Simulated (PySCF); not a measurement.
# C₁₂H₁₂O₂: NMR shifts at several levels of theory, part 1 of 2

How much do the NMR shifts of C₁₂H₁₂O₂ (`OCCOc1cccc2ccccc12`) depend on the level of theory, and what does each level cost?

Computed with PySCF 2.14.0, with density-fitted response routines of our own, on a single molecule in the gas phase. Atoms are numbered from 0 throughout.

**1. The starting structure**

26 atoms, charge 0, multiplicity 1; geometry from: GFN2-xTB.

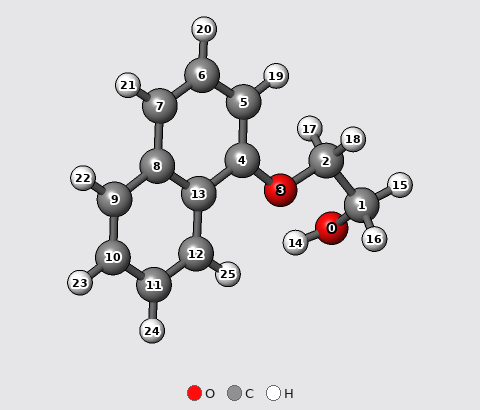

The starting geometry (oxygen red, carbon grey, hydrogen white), atoms numbered.

**2. Geometry optimisation at PBE0-D3(BJ)/def2-SVP**

The job: settings as JSON, then the geometry in Å.

```
{"job": {"xc": "PBE0", "basis": "def2-SVP", "d3": "d3bj", "grid": 1, "kind": "geom"}, "charge": 0, "multiplicity": 1}
O     -3.650050    -2.144570     0.471380
C     -3.799070    -0.921950    -0.197770
C     -2.819210     0.136660     0.312380
O     -1.525330    -0.283930    -0.070230
C     -0.453870     0.495210     0.255180
C     -0.524730     1.661550     0.975490
C      0.640220     2.389350     1.262940
C      1.862140     1.961420     0.833810
C      1.974500     0.770350     0.085750
C      3.217980     0.298530    -0.382900
C      3.304290    -0.857740    -1.106500
C      2.148980    -1.598180    -1.394340
C      0.927170    -1.167840    -0.955940
C      0.808180     0.020640    -0.209200
H     -2.723900    -2.406810     0.402950
H     -4.823760    -0.592650    -0.015090
H     -3.649800    -1.048970    -1.279270
H     -2.891960     0.208050     1.405490
H     -3.057980     1.110510    -0.134060
H     -1.468770     2.039170     1.334810
H      0.550240     3.300870     1.835170
H      2.756570     2.523490     1.057600
H      4.105350     0.873260    -0.158880
H      4.262410    -1.207610    -1.462520
H      2.232290    -2.510340    -1.966980
H      0.032440    -1.728890    -1.177410
```

The log of the run:

```text
step   0  E = -613.82162295  max force = 0.014250
step   1  E = -613.82377736  max force = 0.007242
step   2  E = -613.82306532  max force = 0.010351
step   3  E = -613.82410492  max force = 0.003379
step   4  E = -613.82423859  max force = 0.001800
step   5  E = -613.82420109  max force = 0.002293
step   6  E = -613.82427039  max force = 0.000869
step   7  E = -613.82429384  max force = 0.000254
step   8  E = -613.82429889  max force = 0.000940
step   9  E = -613.82430653  max force = 0.000400
optimisation converged
```

Wall time 4.1 min (8 threads of Intel Xeon Platinum 8259CL at 2.50GHz (Skylake/Cascade Lake), shared host).

The steps of the relaxation: (the energy doesn't fall at every step)

| step | energy from step 0 (eV) | largest force component (eV/Å) |
| --- | --- | --- |
| 0 | 0.0000 | 0.7328 |
| 1 | -0.0586 | 0.3724 |
| 2 | -0.0392 | 0.5323 |
| 3 | -0.0675 | 0.1738 |
| 4 | -0.0712 | 0.0926 |
| 5 | -0.0702 | 0.1179 |
| 6 | -0.0720 | 0.0447 |
| 7 | -0.0727 | 0.0131 |
| 8 | -0.0728 | 0.0483 |
| 9 | -0.0730 | 0.0206 |

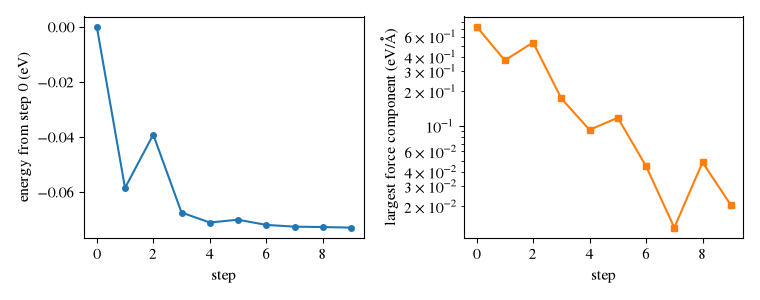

Energy and largest force along the relaxation.

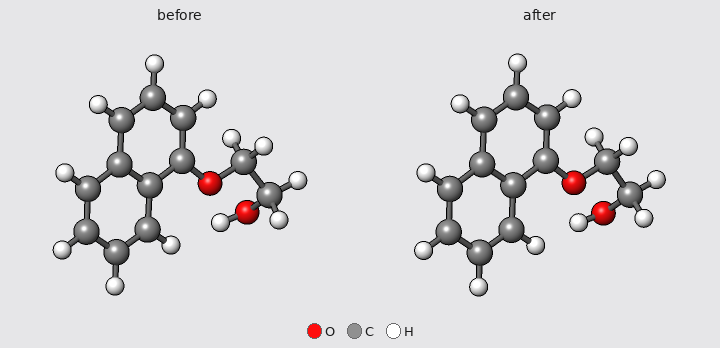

The geometry before (left) and after (right).

Close pairs (by a distance rule), those that changed most:

| bond | before (Å) | after (Å) | change (Å) |
| --- | --- | --- | --- |
| C1–C2 | 1.530 | 1.511 | -0.019 |
| O3–C4 | 1.364 | 1.350 | -0.015 |
| C6–H20 | 1.080 | 1.093 | +0.013 |
| C7–H21 | 1.080 | 1.092 | +0.013 |
| C9–H22 | 1.081 | 1.093 | +0.012 |
| C10–H23 | 1.080 | 1.093 | +0.012 |
| C11–H24 | 1.080 | 1.093 | +0.012 |
| C12–H25 | 1.079 | 1.091 | +0.012 |

The final coordinates are the input of the step that follows.

| at the end point | value |
| --- | --- |
| point group (found at 0.08 Å tolerance) | C1 |
| rotational constants (GHz, main isotopes) | 1.207, 0.462, 0.343 |
| dipole moment (D) | 1.41 |

**3. Shielding tensors: PBE0/pcSseg-1**

The job: settings as JSON, then the geometry in Å.

```
{"job": {"kind": "nmr", "xc": "PBE0", "basis": "pcSseg-1", "pop": false}, "charge": 0, "multiplicity": 1}
O     -3.436483    -2.171013     0.477030
C     -3.768064    -0.960306    -0.132993
C     -2.838888     0.150787     0.295961
O     -1.546379    -0.238555    -0.110044
C     -0.480191     0.517987     0.224887
C     -0.556004     1.690149     0.949821
C      0.624081     2.407365     1.255586
C      1.855686     1.963180     0.845124
C      1.963698     0.763358     0.092583
C      3.213362     0.266274    -0.357929
C      3.294262    -0.895715    -1.090278
C      2.122570    -1.616733    -1.409447
C      0.893008    -1.163633    -0.987708
C      0.784538     0.026852    -0.228874
H     -2.497088    -2.313696     0.309046
H     -4.797241    -0.702713     0.162503
H     -3.751044    -1.029445    -1.239894
H     -2.871465     0.265587     1.394514
H     -3.120764     1.113498    -0.169275
H     -1.516707     2.073317     1.293201
H      0.540402     3.331697     1.832226
H      2.762463     2.521908     1.087698
H      4.117880     0.828350    -0.111170
H      4.266271    -1.262754    -1.428736
H      2.193974    -2.536091    -1.995470
H     -0.017546    -1.710074    -1.236500
```

Method: GIAO PBE0/pcSseg-1 NMR shielding, non-relativistic, gas phase.

The log of the run:

```text
coarse grid: 22648 points
cycle   1  E = -613.9345843242  dE =  2.581e+00  |g| = 7.847e-01  |ddm| = 5.205e+00
cycle   2  E = -613.8553306526  dE =  7.925e-02  |g| = 1.045e+00  |ddm| = 1.857e+00
cycle   3  E = -614.0560568493  dE = -2.007e-01  |g| = 1.067e-01  |ddm| = 1.090e+00
cycle   4  E = -614.0580399939  dE = -1.983e-03  |g| = 4.814e-02  |ddm| = 1.509e-01
cycle   5  E = -614.0585625773  dE = -5.226e-04  |g| = 1.974e-02  |ddm| = 7.380e-02
cycle   6  E = -614.0586635694  dE = -1.010e-04  |g| = 5.245e-03  |ddm| = 2.572e-02
cycle   7  E = -614.0586701523  dE = -6.583e-06  |g| = 1.597e-03  |ddm| = 6.751e-03
final grid: 221376 points
cycle   8  E = -614.1632402153  dE = -5.977e-05  |g| = 1.497e-02  |ddm| = 8.977e-02
cycle   9  E = -614.1631830189  dE =  5.720e-05  |g| = 2.289e-02  |ddm| = 3.508e-02
cycle  10  E = -614.1632840053  dE = -1.010e-04  |g| = 3.055e-03  |ddm| = 2.302e-02
cycle  11  E = -614.1632863415  dE = -2.336e-06  |g| = 6.189e-04  |ddm| = 4.229e-03
cycle  12  E = -614.1632864280  dE = -8.657e-08  |g| = 2.151e-04  |ddm| = 8.404e-04
cycle  13  E = -614.1632864393  dE = -1.126e-08  |g| = 5.819e-05  |ddm| = 2.684e-04
cycle  14  E = -614.1632864400  dE = -6.662e-10  |g| = 2.606e-05  |ddm| = 8.290e-05
converged SCF energy = -614.1632864400

GIAO shielding tensors (ppm)
atom      isotropic    diamagn.    paramagn.     s11        s22        s33       span
  0 O      306.304     392.235     -85.931    282.854    310.083    325.975     43.120
  1 C      121.523     244.364    -122.841    101.983    109.920    152.666     50.683
  2 C      114.809     246.572    -131.763     98.802    105.098    140.525     41.723
  3 O      218.409     405.099    -186.690    132.519    241.174    281.535    149.016
  4 C       25.413     253.570    -228.157    -57.660     20.169    113.731    171.392
  5 C       78.011     259.551    -181.540     -4.725     62.074    176.685    181.410
  6 C       52.894     255.073    -202.179    -56.118     42.040    172.761    228.879
  7 C       58.958     250.645    -191.687    -39.219     55.992    160.102    199.321
  8 C       46.344     252.936    -206.592    -25.944    -22.987    187.963    213.906
  9 C       51.255     248.159    -196.904    -50.255     43.352    160.669    210.924
 10 C       52.167     254.707    -202.540    -57.655     39.714    174.443    232.098
 11 C       54.166     254.643    -200.477    -53.815     41.454    174.860    228.676
 12 C       57.323     248.798    -191.475    -49.844     40.721    181.090    230.934
 13 C       56.472     258.792    -202.320    -16.666      4.637    181.446    198.112
 14 H       29.661      35.919      -6.258     18.175     29.622     41.187     23.012
 15 H       27.486      25.958       1.528     23.123     26.509     32.827      9.704
 16 H       26.899      29.049      -2.150     23.103     26.006     31.590      8.487
 17 H       27.223      31.103      -3.880     21.705     27.457     32.507     10.801
 18 H       27.492      30.892      -3.400     23.165     27.105     32.204      9.039
 19 H       24.482      33.554      -9.072     18.807     24.729     29.911     11.105
 20 H       23.723      29.429      -5.706     19.168     25.215     26.786      7.618
 21 H       23.713      31.366      -7.652     18.768     24.900     27.471      8.703
 22 H       23.366      30.272      -6.906     18.356     24.084     27.659      9.303
 23 H       23.591      27.954      -4.363     19.330     24.844     26.600      7.270
 24 H       23.605      30.209      -6.604     18.989     24.588     27.238      8.249
 25 H       22.814      34.522     -11.709     16.006     22.712     29.724     13.718
```

It took 74 s on 8 threads of Intel Xeon Platinum 8259CL at 2.50GHz (Skylake/Cascade Lake), shared host.

Shifts follow as δ = σ(reference) − σ, with reference shieldings (ppm) from runs at the same level and on the same kind of geometry: 1H TMS 31.27, 13C TMS 184.4, 17O H2O 334.6. The references are single molecules in the gas phase, so shifts against H2O, NH3, PH3, H3PO4 or CFCl3 are not on the usual liquid scales and can be off by tens of ppm. Atoms listed in one row are averaged.

| atoms | environment | σ (ppm) | δ (ppm) | δ scaled to CDCl3 |
| --- | --- | --- | --- | --- |
| C4 | aromatic carbon bearing oxygen | 25.4 | 159.0 | 153.9 |
| C8 | ring-fusion aromatic carbon | 46.3 | 138.1 | 133.6 |
| C9 | aromatic CH | 51.3 | 133.2 | 128.8 |
| C10 | aromatic CH | 52.2 | 132.2 | 127.9 |
| C6 | aromatic CH | 52.9 | 131.5 | 127.2 |
| C11 | aromatic CH | 54.2 | 130.2 | 126.0 |
| C13 | ring-fusion aromatic carbon | 56.5 | 127.9 | 123.7 |
| C12 | aromatic CH | 57.3 | 127.1 | 122.9 |
| C7 | aromatic CH | 59.0 | 125.4 | 121.3 |
| C5 | aromatic CH | 78.0 | 106.4 | 102.8 |
| C2 | sp3 CH2 bonded to O | 114.8 | 69.6 | 67.1 |
| C1 | sp3 CH2 bonded to O | 121.5 | 62.9 | 60.6 |
| H25 | hydrogen on an aromatic CH | 22.81 | 8.45 | 8.23 |
| H22 | hydrogen on an aromatic CH | 23.37 | 7.90 | 7.70 |
| H23 | hydrogen on an aromatic CH | 23.59 | 7.68 | 7.49 |
| H24 | hydrogen on an aromatic CH | 23.61 | 7.66 | 7.48 |
| H21 | hydrogen on an aromatic CH | 23.71 | 7.55 | 7.38 |
| H20 | hydrogen on an aromatic CH | 23.72 | 7.54 | 7.37 |
| H19 | hydrogen on an aromatic CH | 24.48 | 6.78 | 6.65 |
| H15, H16 | hydrogen on an sp3 CH2 bonded to O | 27.19 | 4.07 | 4.08 |
| H17, H18 | hydrogen on an sp3 CH2 bonded to O | 27.36 | 3.91 | 3.92 |
| H14 | hydrogen on an alcohol oxygen | 29.66 | 1.61 | – |
| O3 | ether oxygen | 218.4 | 116.2 | – |
| O0 | alcohol oxygen | 306.3 | 28.3 | – |

The scaled column applies a straight-line fit of computed shieldings to shifts measured in CDCl3 (root-mean-square error 0.21 ppm for H, 2.0 ppm for C).

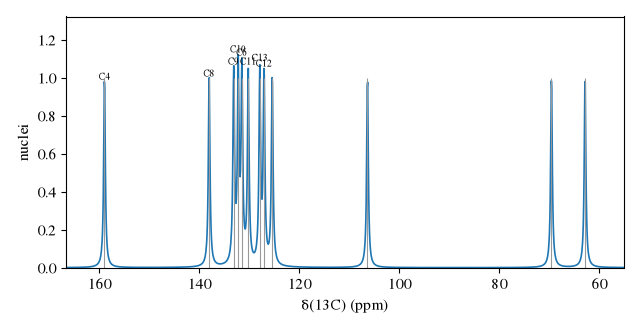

13C lines at the computed shifts, without couplings. Lines are broadened to a width of 0.38 ppm (Lorentzian).

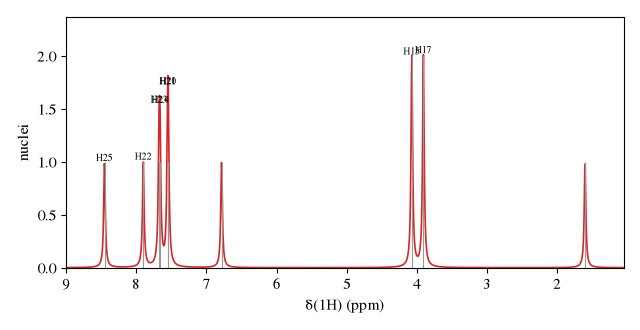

1H lines at the computed shifts, without couplings. Lines are broadened to a width of 0.03 ppm (Lorentzian).

Ring of atoms C4, C5, C6, C7, C8, C13: NICS(0) -9.3, NICS(1) -11.1, NICS(1)zz -26.1 ppm (means of both faces).

Ring of atoms C8, C9, C10, C11, C12, C13: NICS(0) -9.1, NICS(1) -11.8, NICS(1)zz -28.9 ppm (means of both faces).

**4. Shielding tensors: PBE/pcSseg-1**

The job, as its differences from that of step 3:

```diff
@@ -1,2 +1,2 @@
-{"job": {"kind": "nmr", "xc": "PBE0", "basis": "pcSseg-1", "pop": false}, "charge": 0, "multiplicity": 1}
+{"job": {"kind": "nmr", "xc": "PBE", "basis": "pcSseg-1", "pop": false}, "charge": 0, "multiplicity": 1}
 O     -3.436483    -2.171013     0.477030
```

Level: GIAO PBE/pcSseg-1 NMR shielding, non-relativistic, gas phase.

The log of the run:

```text
coarse grid: 22648 points
cycle   1  E = -613.7796462311  dE =  2.067e+00  |g| = 9.770e-01  |ddm| = 5.329e+00
cycle   2  E = -613.3985380171  dE =  3.811e-01  |g| = 1.692e+00  |ddm| = 3.201e+00
cycle   3  E = -613.9700667869  dE = -5.715e-01  |g| = 2.446e-01  |ddm| = 2.380e+00
cycle   4  E = -613.9816106081  dE = -1.154e-02  |g| = 9.258e-02  |ddm| = 3.448e-01
cycle   5  E = -613.9829724109  dE = -1.362e-03  |g| = 6.085e-02  |ddm| = 1.709e-01
cycle   6  E = -613.9840341329  dE = -1.062e-03  |g| = 1.473e-02  |ddm| = 8.112e-02
cycle   7  E = -613.9840755425  dE = -4.141e-05  |g| = 8.006e-03  |ddm| = 2.198e-02
cycle   8  E = -613.9840913926  dE = -1.585e-05  |g| = 1.697e-03  |ddm| = 1.004e-02
cycle   9  E = -613.9840920715  dE = -6.789e-07  |g| = 6.631e-04  |ddm| = 2.433e-03
final grid: 221376 points
cycle  10  E = -614.1266646080  dE = -5.667e-05  |g| = 2.366e-02  |ddm| = 1.278e-01
cycle  11  E = -614.1263514573  dE =  3.132e-04  |g| = 4.641e-02  |ddm| = 6.585e-02
cycle  12  E = -614.1267631371  dE = -4.117e-04  |g| = 8.796e-03  |ddm| = 4.944e-02
cycle  13  E = -614.1267823459  dE = -1.921e-05  |g| = 1.983e-03  |ddm| = 1.210e-02
cycle  14  E = -614.1267833211  dE = -9.752e-07  |g| = 5.509e-04  |ddm| = 2.598e-03
cycle  15  E = -614.1267833921  dE = -7.098e-08  |g| = 2.442e-04  |ddm| = 7.873e-04
cycle  16  E = -614.1267834073  dE = -1.520e-08  |g| = 5.282e-05  |ddm| = 3.049e-04
cycle  17  E = -614.1267834078  dE = -5.123e-10  |g| = 3.016e-05  |ddm| = 8.722e-05
converged SCF energy = -614.1267834078

GIAO shielding tensors (ppm)
atom      isotropic    diamagn.    paramagn.     s11        s22        s33       span
  0 O      295.178     392.836     -97.658    269.413    303.305    312.814     43.401
  1 C      114.347     245.958    -131.611     93.558    101.665    147.817     54.259
  2 C      108.252     247.132    -138.879     92.487     97.913    134.356     41.869
  3 O      200.009     404.277    -204.269    112.382    219.645    267.998    155.617
  4 C       23.203     254.757    -231.555    -51.948     15.332    106.224    158.173
  5 C       75.649     259.270    -183.621     -4.363     59.904    171.407    175.770
  6 C       51.188     254.247    -203.059    -53.395     40.441    166.518    219.913
  7 C       56.586     249.766    -193.180    -36.881     53.402    153.236    190.117
  8 C       44.853     251.884    -207.032    -25.211    -21.911    181.680    206.891
  9 C       48.804     247.056    -198.252    -48.171     40.682    153.900    202.071
 10 C       50.406     253.558    -203.152    -55.349     38.295    168.273    223.623
 11 C       52.005     253.731    -201.726    -52.083     39.434    168.663    220.746
 12 C       56.240     248.898    -192.658    -46.532     39.084    176.167    222.699
 13 C       54.541     258.627    -204.085    -16.772      5.265    175.130    191.902
 14 H       29.736      36.456      -6.720     18.576     30.040     40.591     22.015
 15 H       27.322      25.677       1.645     23.182     26.505     32.279      9.098
 16 H       26.630      29.468      -2.838     22.850     25.805     31.236      8.386
 17 H       27.103      31.179      -4.076     21.777     27.129     32.404     10.627
 18 H       27.293      30.819      -3.526     23.245     26.878     31.757      8.513
 19 H       24.507      33.594      -9.087     19.182     24.498     29.842     10.660
 20 H       23.786      29.407      -5.621     19.468     25.019     26.873      7.405
 21 H       23.818      31.400      -7.582     19.254     24.727     27.474      8.220
 22 H       23.454      30.365      -6.911     18.785     23.910     27.668      8.883
 23 H       23.654      27.908      -4.254     19.638     24.690     26.635      6.997
 24 H       23.655      30.232      -6.578     19.294     24.450     27.220      7.926
 25 H       22.904      35.086     -12.182     16.370     22.689     29.653     13.283
```

It took 54 s on 8 threads of Intel Xeon Platinum 8259CL at 2.50GHz (Skylake/Cascade Lake), shared host.

This run: δ C4 156.8, C8 135.2, C9 131.2, C10 129.6, H25 8.29, H22 7.74 ppm.

**5. Nuclear shieldings: wB97X-D/pcSseg-1**

The job, as its differences from that of step 4:

```diff
@@ -1,2 +1,2 @@
-{"job": {"kind": "nmr", "xc": "PBE", "basis": "pcSseg-1", "pop": false}, "charge": 0, "multiplicity": 1}
+{"job": {"kind": "nmr", "xc": "wB97X-D", "basis": "pcSseg-1", "pop": false}, "charge": 0, "multiplicity": 1}
 O     -3.436483    -2.171013     0.477030
```

Method: GIAO wB97X-D/pcSseg-1 NMR shielding, non-relativistic, gas phase.

The log of the run:

```text
coarse grid: 22648 points
cycle   1  E = -614.4119719455  dE =  3.193e+00  |g| = 8.116e-01  |ddm| = 5.166e+00
cycle   2  E = -614.4190011165  dE = -7.029e-03  |g| = 8.665e-01  |ddm| = 1.448e+00
cycle   3  E = -614.5433349564  dE = -1.243e-01  |g| = 7.221e-02  |ddm| = 6.939e-01
cycle   4  E = -614.5443062471  dE = -9.713e-04  |g| = 3.558e-02  |ddm| = 1.101e-01
cycle   5  E = -614.5445799149  dE = -2.737e-04  |g| = 1.266e-02  |ddm| = 5.089e-02
cycle   6  E = -614.5446139829  dE = -3.407e-05  |g| = 3.227e-03  |ddm| = 1.637e-02
cycle   7  E = -614.5446168698  dE = -2.887e-06  |g| = 8.832e-04  |ddm| = 3.718e-03
final grid: 221376 points
cycle   8  E = -614.6566802208  dE = -2.598e-04  |g| = 4.445e-03  |ddm| = 9.247e-02
cycle   9  E = -614.6566853767  dE = -5.156e-06  |g| = 2.516e-03  |ddm| = 1.369e-02
cycle  10  E = -614.6566867578  dE = -1.381e-06  |g| = 7.042e-04  |ddm| = 3.283e-03
cycle  11  E = -614.6566868972  dE = -1.394e-07  |g| = 2.378e-04  |ddm| = 1.487e-03
cycle  12  E = -614.6566869115  dE = -1.432e-08  |g| = 5.766e-05  |ddm| = 3.020e-04
cycle  13  E = -614.6566869130  dE = -1.465e-09  |g| = 2.804e-05  |ddm| = 1.431e-04
cycle  14  E = -614.6566869133  dE = -2.881e-10  |g| = 7.962e-06  |ddm| = 4.670e-05
converged SCF energy = -614.6566869133

GIAO shielding tensors (ppm)
atom      isotropic    diamagn.    paramagn.     s11        s22        s33       span
  0 O      309.446     392.695     -83.250    286.854    310.991    330.492     43.638
  1 C      121.838     243.644    -121.805    102.486    110.443    152.587     50.101
  2 C      114.850     246.781    -131.930     98.461    105.275    140.815     42.353
  3 O      225.718     405.869    -180.152    143.610    249.820    283.724    140.114
  4 C       23.836     254.208    -230.372    -62.884     20.757    113.635    176.519
  5 C       77.623     260.239    -182.616     -6.199     62.761    176.308    182.508
  6 C       51.429     255.747    -204.318    -60.422     41.499    173.209    233.630
  7 C       58.335     251.942    -193.607    -42.190     56.588    160.607    202.796
  8 C       44.467     254.006    -209.539    -30.075    -24.379    187.855    217.930
  9 C       50.539     249.403    -198.865    -53.239     43.719    161.136    214.374
 10 C       50.894     255.357    -204.463    -61.442     39.218    174.905    236.348
 11 C       53.161     255.234    -202.073    -57.234     41.440    175.278    232.512
 12 C       55.839     249.686    -193.847    -53.616     40.400    180.734    234.350
 13 C       54.958     259.646    -204.687    -18.737      2.424    181.188    199.925
 14 H       29.735      36.357      -6.622     18.260     29.611     41.333     23.073
 15 H       27.628      25.858       1.771     23.252     26.637     32.996      9.745
 16 H       27.066      29.104      -2.038     23.288     26.179     31.732      8.444
 17 H       27.354      31.438      -4.084     21.839     27.628     32.594     10.755
 18 H       27.638      31.186      -3.548     23.297     27.254     32.363      9.066
 19 H       24.613      33.820      -9.207     18.954     24.848     30.037     11.083
 20 H       23.820      29.430      -5.611     19.348     25.245     26.866      7.518
 21 H       23.816      31.255      -7.439     18.875     24.973     27.600      8.726
 22 H       23.474      30.141      -6.667     18.490     24.163     27.768      9.279
 23 H       23.692      27.833      -4.141     19.489     24.874     26.712      7.223
 24 H       23.714      30.239      -6.525     19.151     24.627     27.365      8.214
 25 H       22.911      34.788     -11.876     16.171     22.715     29.849     13.678
```

Run time: 95 s. Hardware: 8 threads of Intel Xeon Platinum 8259CL at 2.50GHz (Skylake/Cascade Lake), shared host.

This run: δ C4 160.7, C8 140.1, C9 134.0, C10 133.6, H25 8.47, H22 7.91 ppm.

(Continued in part 2 of 2.)
